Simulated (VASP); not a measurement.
# As: As into a neighbouring As vacancy, part 3 of 5

Aim: the barrier for one hop in As: As into a neighbouring As vacancy. The start is a cell from a database of measured crystal structures.

VASP 6.6.1; LDA; plane waves and PAW (As).

So far. Step 2 (Relax the host): The run ended after 7 ionic steps, 0.021 eV below its first step, once forces and stress met EDIFFG = -0.02. Step 3 (Relax the start): The run ended after 10 ionic steps, 0.306 eV below its first step, once the forces on the free atoms met EDIFFG = -0.05.

The database entry behind the starting cell differs from later determinations by our own check (old inner coordinate), so it need not match the best structure at ambient conditions.

### 4. Relax the end

The end state is relaxed in the same way, so that both ends share their errors.

INCAR reads:

```
SYSTEM = As
PREC = Normal
ENCUT = 280
EDIFF = 1E-05
NELM = 120
ISMEAR = 1
SIGMA = 0.15
LREAL = Auto
ALGO = Fast
GGA = CA
NBANDS = 100
LORBIT = 11
LWAVE = .FALSE.
LCHARG = .FALSE.
KPAR = 5
IBRION = 2
NSW = 60
ISIF = 2
EDIFFG = -0.05
POTIM = 0.4
MAXMIX = 40
ISYM = 0
```

POSCAR reads:

```
As
1.0
    1.8833541920      3.2620651491     10.0558598358
   -7.5334167680      4.3494201988     13.4078131144
    0.0000000000     -4.3494201988      6.7039065572
As
31
Direct
    0.1134767750      0.0290563934      0.6093093377
    0.1130491562      0.2786303965      0.1132655188
    0.1155270685      0.2779982009      0.6176382969
    0.1166884185      0.5295055312      0.1139448684
    0.1129525422      0.5272215196      0.6159627671
    0.1185837382      0.7749909840      0.1144405443
    0.1157211112      0.7785472986      0.6162183016
    0.6141846517      0.1534560891      0.1140313530
    0.6151082495      0.1525304352      0.6186156662
    0.6140403957      0.3994642919      0.1170055739
    0.6193318063      0.4031952385      0.6059780589
    0.6115304220      0.6562030000      0.1121425525
    0.6134361600      0.6547024556      0.6163803290
    0.6139584794      0.9045656319      0.1137566989
    0.6111063076      0.9050190417      0.6148194340
    0.3824237296      0.0955886362      0.3875743232
    0.3889487622      0.0933691932      0.8853253226
    0.3857015895      0.3450673512      0.3862787759
    0.3856246097      0.3452774515      0.8831972721
    0.3854730619      0.5941558760      0.3859756778
    0.3838449154      0.5983518442      0.8880313809
    0.3802144404      0.8481744673      0.3825992185
    0.1159234342      1.0289850185      1.1117911053
    0.8845961675      0.2228198771      0.3852024421
    0.8902091470      0.2207903835      0.8793771895
    0.8833779408      0.4724172380      0.3855299856
    0.8856315406      0.4711192051      0.8854809379
    0.8814801356      0.7248058699      0.3821010771
    0.8843888757      0.7242117650      0.8845708417
    0.8858447750      0.9701522840      0.3837948041
    0.8930557016      0.9656403798      0.8813844505
```

KPOINTS reads:

```
Automatic mesh
0
Gamma
3 2 3
0 0 0
```

The projector-augmented-wave data sets are As (LDA family, release 64).

Run with:

```sh
$ mpirun -np 5 vasp_std
```

Output:

```text
[... set-up lines as in an earlier step ...]
 entering main loop
       N       E                     dE             d eps       ncg     rms          rms(c)
DAV:   1     0.462035813142E+03    0.46204E+03   -0.42434E+04  2000   0.796E+02
DAV:   2    -0.115534974443E+03   -0.57757E+03   -0.55282E+03  2380   0.167E+02
DAV:   3    -0.164372230840E+03   -0.48837E+02   -0.47612E+02  2416   0.482E+01
DAV:   4    -0.165870406857E+03   -0.14982E+01   -0.14793E+01  2600   0.793E+00
DAV:   5    -0.165908875225E+03   -0.38468E-01   -0.38359E-01  2552   0.119E+00    0.140E+01
RMM:   6    -0.165431153325E+03    0.47772E+00   -0.27875E-01  2007   0.999E-01    0.840E+00
RMM:   7    -0.165213061732E+03    0.21809E+00   -0.24270E-01  2000   0.125E+00    0.569E-01
RMM:   8    -0.165214297530E+03   -0.12358E-02   -0.56161E-02  2162   0.485E-01    0.238E-01
RMM:   9    -0.165214137740E+03    0.15979E-03   -0.69545E-03  2069   0.199E-01    0.110E-01
RMM:  10    -0.165214331771E+03   -0.19403E-03   -0.21544E-03  2128   0.101E-01    0.361E-02
RMM:  11    -0.165214363007E+03   -0.31236E-04   -0.78359E-04  2230   0.522E-02    0.389E-02
RMM:  12    -0.165214361401E+03    0.16059E-05   -0.12639E-04  2076   0.244E-02    0.610E-03
RMM:  13    -0.165214364104E+03   -0.27031E-05   -0.35970E-05  1444   0.116E-02
   1 F= -.16521436E+03 E0= -.16521147E+03  d E =-.165214E+03
 curvature:   0.00 expect dE= 0.000E+00 dE for cont linesearch  0.000E+00
 trial: gam= 0.00000 g(F)=  0.217E+00 g(S)=  0.000E+00 ort = 0.000E+00 (trialstep = 0.100E+01)
 search vector abs. value=  0.217E+00
 bond charge predicted
       N       E                     dE             d eps       ncg     rms          rms(c)
DAV:   1    -0.165350393205E+03   -0.13603E+00   -0.39133E+00  2240   0.477E+00    0.640E-01
RMM:   2    -0.165375843211E+03   -0.25450E-01   -0.31896E-01  2000   0.129E+00    0.229E-01
RMM:   3    -0.165380825056E+03   -0.49818E-02   -0.46844E-02  2140   0.505E-01    0.126E-01
RMM:   4    -0.165381306177E+03   -0.48112E-03   -0.74597E-03  2264   0.186E-01    0.782E-02
RMM:   5    -0.165381311964E+03   -0.57867E-05   -0.10460E-03  2113   0.766E-02    0.248E-02
RMM:   6    -0.165381337845E+03   -0.25882E-04   -0.35213E-04  2404   0.364E-02    0.981E-03
RMM:   7    -0.165381340765E+03   -0.29191E-05   -0.36783E-05  1483   0.120E-02
   2 F= -.16538134E+03 E0= -.16537837E+03  d E =-.166977E+00
[... from here on, the cycles between the ionic steps are left out ...]
   3 F= -.16545861E+03 E0= -.16545554E+03  d E =-.244246E+00
   4 F= -.16548921E+03 E0= -.16548609E+03  d E =-.306033E-01
   5 F= -.16552896E+03 E0= -.16552550E+03  d E =-.703481E-01
   6 F= -.16555439E+03 E0= -.16555093E+03  d E =-.254323E-01
   7 F= -.16556274E+03 E0= -.16555933E+03  d E =-.337824E-01
   8 F= -.16556827E+03 E0= -.16556473E+03  d E =-.552777E-02
   9 F= -.16557026E+03 E0= -.16556663E+03  d E =-.752406E-02
  10 F= -.16557041E+03 E0= -.16556675E+03  d E =-.766566E-02
 curvature:  -3.33 expect dE=-0.432E-02 dE for cont linesearch -0.735E-06
 trial: gam= 0.40568 g(F)=  0.130E-02 g(S)=  0.000E+00 ort =-0.307E-04 (trialstep = 0.279E+01)
 search vector abs. value=  0.197E-02
 bond charge predicted
       N       E                     dE             d eps       ncg     rms          rms(c)
DAV:   1    -0.165571572722E+03   -0.11703E-02   -0.23737E-01  2032   0.116E+00    0.136E-01
RMM:   2    -0.165572798113E+03   -0.12254E-02   -0.13573E-02  2000   0.272E-01    0.589E-02
RMM:   3    -0.165573028225E+03   -0.23011E-03   -0.22870E-03  2121   0.112E-01    0.348E-02
RMM:   4    -0.165573057876E+03   -0.29652E-04   -0.39581E-04  2151   0.440E-02    0.249E-02
RMM:   5    -0.165573061898E+03   -0.40216E-05   -0.93899E-05  1949   0.210E-02
  11 F= -.16557306E+03 E0= -.16556926E+03  d E =-.265549E-02
 trial-energy change:   -0.002655  1 .order   -0.002590   -0.003586   -0.001593
 step:   4.4760(harm=  5.0150)  dis= 0.00848  next Energy=  -165.573559 (dE=-0.315E-02)
 reached required accuracy - stopping structural energy minimisation
```

The job ended after 3 min (5 MPI ranks of Intel Xeon 6975P-C (Granite Rapids), shared host; peak memory 2.1 GiB; 15 min of CPU time).

From OUTCAR (step 4):

```text
 Found     10 irreducible k-points:

   NELECT =     155.0000    total number of electrons

 E-fermi :   5.3258

 k-point     1 :       0.0000    0.0000    0.0000
  band No.  band energies     occupation
    ...
     75       4.6447      2.00000
     76       4.7701      2.00000
     77       5.0366      2.02004
     78       5.2595      1.67336
     79       5.3389      0.85308
     80       5.5469     -0.05760
     81       5.5880     -0.03300
     82       5.9157     -0.00000
     83       6.0345     -0.00000
     84       6.1805     -0.00000
    ...

 k-point     2 :       0.3333   -0.0000    0.0000
  band No.  band energies     occupation
    ...
     75       4.6260      2.00000
     76       4.7803      2.00000
     77       5.0020      2.00925
     78       5.3060      1.22092
     79       5.3603      0.62218
     80       6.0237     -0.00000
     81       6.1481     -0.00000
     82       6.3532     -0.00000
     83       6.4738     -0.00000
     84       6.5550     -0.00000
    ...

  Total       -9.2123953     -9.6389130     -3.7128831     -0.5728718      0.4893884      0.7477690
  in kB      -22.3980691    -23.4350603     -9.0271215     -1.3928216      1.1898485      1.8180484
  external PRESSURE =     -18.2867503 kB  Pullay stress =       0.0000000 kB

 POSITION                                       TOTAL-FORCE (eV/Angst)
 -----------------------------------------------------------------------------------
      0.02529     -2.15858      5.67702         0.003214      0.012131     -0.002737
     -1.84700      1.06643      5.63346         0.003326      0.006388     -0.012555
     -1.90630     -1.06008      8.98929         0.009510     -0.001591      0.021775
     -3.78964      2.17217      9.01573        -0.002397      0.005117     -0.017061
     -3.79592     -0.01865     12.37341        -0.001218      0.001423      0.014590
     -5.63517      3.29322     12.38336         0.008649      0.008905      0.012616
     -5.65897      1.09535     15.71172         0.004731     -0.001915      0.011973
      0.01168      2.20311      9.04394         0.011040      0.004953      0.004968
     -0.01583     -0.02271     12.35747        -0.014870     -0.003677     -0.004185
     -1.91704      3.25086     12.37052         0.002864      0.005693     -0.000655
     -1.81373      1.08937     15.68960        -0.020978     -0.016298      0.009188
     -3.83507      4.38479     15.70843         0.022292     -0.019954      0.007836
     -3.75942      2.18171     19.08546        -0.006408      0.018259     -0.008788
     -5.65392      5.44347     19.06911        -0.015742     -0.002083      0.022839
     -5.65480      3.18093     22.41512         0.000694      0.012247     -0.020966
      0.03077     -0.01247      7.79444        -0.022625     -0.000186     -0.001960
     -0.01979     -2.16971     11.04964         0.010924      0.004164     -0.026846
     -1.90170      1.06960     11.08591        -0.004280     -0.007188      0.004513
     -1.88185     -1.08166     14.46424         0.006582     -0.000621     -0.007478
     -3.71583      2.20638     14.48903         0.011719     -0.031027     -0.013079
     -3.74914      0.02543     17.76711         0.004108     -0.005991     -0.002316
     -5.63925      3.26653     17.80229         0.012056     -0.004407      0.011583
      0.04009     -0.01102      2.30718        -0.027041      0.003675     -0.003488
      0.17096      2.22459     14.29763         0.007202      0.007184     -0.006680
      0.03180     -0.02701     17.84848        -0.006565     -0.000243     -0.003928
     -2.00563      3.31260     17.68345         0.006165      0.016917     -0.004868
     -1.91879      1.04634     21.17974         0.007903     -0.003127     -0.004713
     -3.82096      4.35924     21.19696        -0.005065      0.013723      0.002922
     -3.77341      2.19222     24.49072        -0.013989      0.005625      0.012453
     -5.66482      5.39314     24.44102        -0.002968     -0.015501     -0.004893
     -5.62844      3.27911     27.85355         0.011165     -0.012596      0.009940
 -----------------------------------------------------------------------------------
    total drift:                                0.002820      0.032555     -0.017429

  FREE ENERGIE OF THE ION-ELECTRON SYSTEM (eV)
  ---------------------------------------------------
  free  energy   TOTEN  =      -165.5730618979 eV

  energy  without entropy=     -165.5616422202  energy(sigma->0) =     -165.56925534

 total charge
# of ion       s       p       d       tot
------------------------------------------
    1        1.310   1.360   0.048   2.718
    2        1.304   1.370   0.050   2.724
    3        1.308   1.352   0.047   2.706
    4        1.309   1.358   0.051   2.717
    5        1.306   1.358   0.051   2.714
    6        1.308   1.356   0.046   2.710
    7        1.304   1.363   0.051   2.718
    8        1.305   1.358   0.052   2.715
    9        1.304   1.369   0.052   2.724
   10        1.304   1.364   0.052   2.719
   11        1.307   1.357   0.047   2.711
   12        1.313   1.343   0.041   2.697
   13        1.311   1.357   0.048   2.715
   14        1.308   1.357   0.051   2.715
   15        1.313   1.341   0.040   2.693
   16        1.301   1.367   0.052   2.719
   17        1.307   1.356   0.055   2.718
   18        1.305   1.359   0.052   2.716
   19        1.302   1.368   0.052   2.722
   20        1.301   1.366   0.051   2.719
   21        1.305   1.359   0.052   2.717
   22        1.305   1.366   0.054   2.725
   23        1.313   1.337   0.039   2.688
   24        1.311   1.331   0.056   2.698
   25        1.302   1.363   0.052   2.717
   26        1.314   1.327   0.053   2.695
   27        1.303   1.365   0.052   2.720
   28        1.301   1.365   0.052   2.718
   29        1.303   1.365   0.054   2.722
   30        1.313   1.336   0.053   2.702
   31        1.303   1.363   0.052   2.718
--------------------------------------------------
tot         40.504  42.052   1.554  84.110

[... 6 parts as in an earlier step ...]

[... 6 further parts left out ...]
```

Relaxation path:

| step | energy less that of the first step (eV) | largest force (eV/Å) |
| --- | --- | --- |
| 1 | 0.0000 | 1.1228 |
| 2 | -0.1670 | 0.6903 |
| 3 | -0.2442 | 0.3556 |
| 4 | -0.2748 | 0.2818 |
| 5 | -0.3146 | 0.1920 |
| 6 | -0.3400 | 0.1443 |
| 7 | -0.3484 | 0.1123 |
| 8 | -0.3539 | 0.0664 |
| 9 | -0.3559 | 0.0529 |
| 10 | -0.3560 | 0.0597 |
| 11 | -0.3587 | 0.0357 |

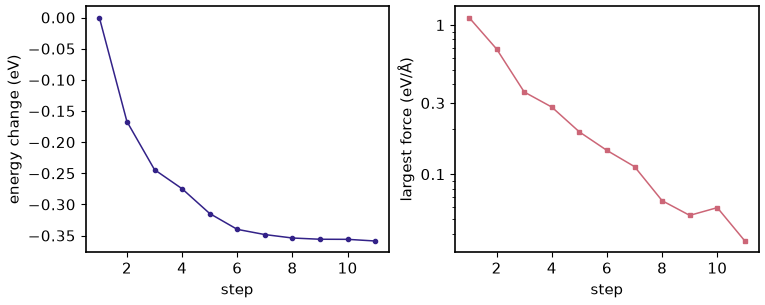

Energy and largest force along the relaxation.

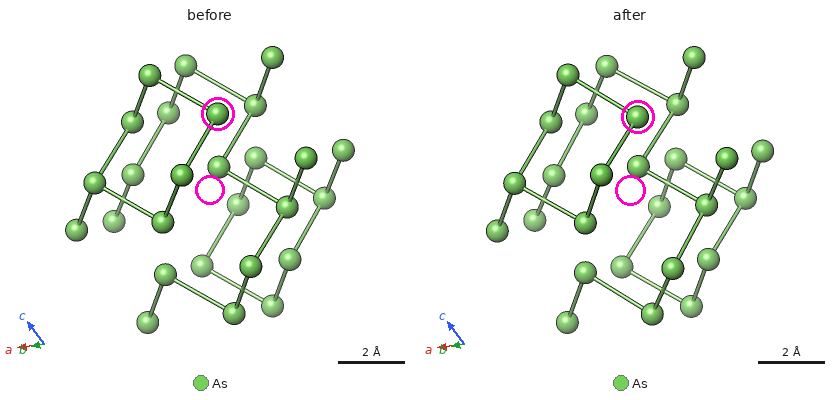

Before and after: the atoms that start within 5 Å of the centre. As24, which moves most, is ringed if it is among them. A ring with no atom in it marks the empty centre.

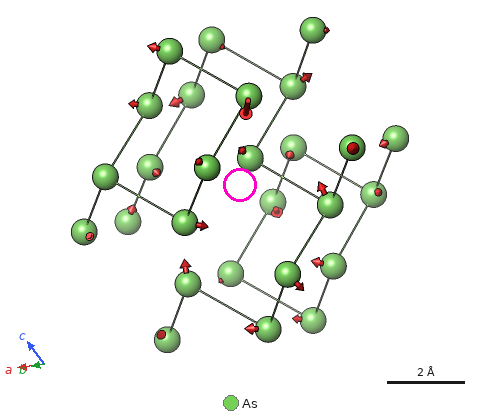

Displacements in the relaxation near the centre, exaggerated; the longest in the cell stands for 0.25 Å. A ring marks the centre wherever it is empty.

The atoms that moved most (Å):

| atom | dx | dy | dz | length |
| --- | --- | --- | --- | --- |
| As24 | 0.184 | 0.045 | -0.168 | 0.253 |
| As26 | -0.110 | 0.053 | -0.118 | 0.170 |
| As10 | -0.064 | 0.019 | 0.055 | 0.087 |
| As21 | 0.036 | 0.033 | -0.069 | 0.084 |
| As20 | 0.034 | 0.043 | 0.059 | 0.081 |
| As25 | 0.019 | -0.066 | 0.041 | 0.080 |
| As15 | 0.012 | -0.075 | 0.014 | 0.077 |
| As16 | 0.031 | 0.010 | 0.069 | 0.076 |

The relaxed structure:

```xyz
31
Lattice="1.8834 3.2621 10.0559 -7.5334 4.3494 13.4078 0.0000 -4.3494 6.7039" Properties=species:S:1:pos:R:3 pbc="T T T"
As    0.0253   -2.1586    5.6770
As   -1.8470    1.0664    5.6335
As   -1.9063   -1.0601    8.9893
As   -3.7896    2.1722    9.0157
As   -3.7959   -0.0186   12.3734
As   -5.6352    3.2932   12.3834
As   -5.6590    1.0953   15.7117
As    0.0117    2.2031    9.0439
As   -0.0158   -0.0227   12.3575
As   -1.9170    3.2509   12.3705
As   -1.8137    1.0894   15.6896
As   -3.8351    4.3848   15.7084
As   -3.7594    2.1817   19.0855
As   -5.6539    5.4435   19.0691
As   -5.6548    3.1809   22.4151
As    0.0308   -0.0125    7.7944
As   -0.0198   -2.1697   11.0496
As   -1.9017    1.0696   11.0859
As   -1.8819   -1.0817   14.4642
As   -3.7158    2.2064   14.4890
As   -3.7491    0.0254   17.7671
As   -5.6393    3.2665   17.8023
As   -7.4933   -0.0110   22.4189
As    0.1710    2.2246   14.2976
As    0.0318   -0.0270   17.8485
As   -2.0056    3.3126   17.6835
As   -1.9188    1.0463   21.1797
As   -3.8210    4.3592   21.1970
As   -3.7734    2.1922   24.4907
As   -5.6648    5.3931   24.4410
As   -5.6284    3.2791   27.8535
```

Numbers from this step:

```yaml
free_energy_toten: -165.5731 eV
energy_at_zero_smearing: -165.5693 eV
fermi_energy: 5.326 eV
```

The run ended after 11 ionic steps, 0.359 eV below its first step, once the forces on the free atoms met EDIFFG = -0.05.

(Continued in part 4 of 5.)

[Lines on the potential files, build, host, timing and source positions are cut from VASP's logs without a mark.]

[Logs are printed without paths, hosts, clocks, repeated set-up lines and the standing remarks that a program may print on its own settings, such as how far it seeks lower states.]

[Hosts, paths, dates, database ids (printed as entryN), source tags and the programs' standing remarks are cut or masked in the printed files.]

[Runs that stopped without an error message from VASP are left out.]
